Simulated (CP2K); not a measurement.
Band structure of Mg5Sn (Cm, 6 atoms in the cell).

```
Mg5Sn
1.0
    6.18297     0.00000     0.00000
    5.25865     3.25202     0.00000
   -1.63867    -0.46575     6.95100
Mg Sn
5 1
Direct
  0.00290   0.00290   0.00474
  0.66868   0.66868   0.33461
  0.05434   0.05434   0.60474
  0.33110   0.33110   0.66912
  0.72027   0.72027   0.94279
  0.38938   0.38938   0.27734
```

Method of the run: LDA (Pade form), GPW, TZVP-MOLOPT-SR-GTH basis, GTH-PADE potentials (GTH_POTENTIALS) run with CP2K.

Settings: CUTOFF = 400 Ry; REL_CUTOFF = 40 Ry; SMEAR/METHOD = FERMI_DIRAC; ELECTRONIC_TEMPERATURE = 1160.45 K; KPOINTS/SCHEME = MONKHORST-PACK 5 5 3; XC_FUNCTIONAL = PADE; Mg/BASIS_SET = TZVP-MOLOPT-SR-GTH-q2; Mg/POTENTIAL = GTH-PADE-q2; Sn/BASIS_SET = TZVP-MOLOPT-SR-GTH-q4; Sn/POTENTIAL = GTH-PADE-q4; METHOD = GPW; EPS_DEFAULT = 1e-10; EXTRAPOLATION = USE_GUESS; NGRIDS = 5.

The starting cell comes from a database of computed structures (which also holds hypothetical and non-ambient phases and stackings), without a prior relaxation at this level. Values carry the incompleteness of an atom-centred basis.

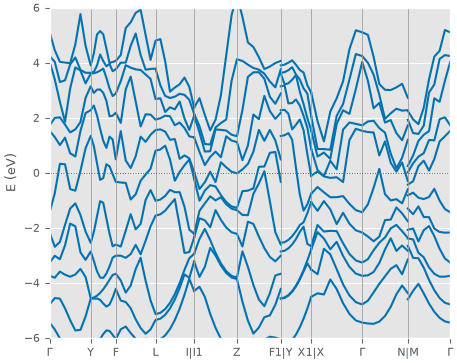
Figure: Bands along the path, energies from the Fermi level.

Levels in eV from the Fermi level, bands 4 to 9:
```json
[
 {"point": "Γ", "4": "-3.75", "5": "-3.27", "6": "-2.18", "7": "-1.44", "8": "1.52", "9": "1.72"},
 {"point": "Y", "4": "-4.57", "5": "-2.87", "6": "-2.55", "7": "1.33", "8": "2.27", "9": "3.14"},
 {"point": "F", "4": "-3.68", "5": "-3.02", "6": "-2.61", "7": "-0.33", "8": "0.48", "9": "2.18"},
 {"point": "L", "4": "-5.14", "5": "-1.56", "6": "-1.02", "7": "0.79", "8": "1.55", "9": "1.93"},
 {"point": "I", "4": "-2.95", "5": "-2.37", "6": "-2.22", "7": "-0.22", "8": "0.02", "9": "1.28"},
 {"point": "Z", "4": "-3.81", "5": "-2.23", "6": "-1.37", "7": "-1.28", "8": "-0.03", "9": "1.11"},
 {"point": "F1", "4": "-3.68", "5": "-3.02", "6": "-2.61", "7": "-0.33", "8": "0.48", "9": "2.18"},
 {"point": "X1", "4": "-2.80", "5": "-2.68", "6": "-1.07", "7": "-0.77", "8": "-0.12", "9": "0.87"},
 {"point": "N", "4": "-2.84", "5": "-2.37", "6": "-1.77", "7": "-0.61", "8": "-0.31", "9": "1.19"}
]
```

Bands cross the Fermi level along this path, so the cell is metallic at this level.

Higher empty bands are left out: an atom-centred basis made for the valence describes them poorly.
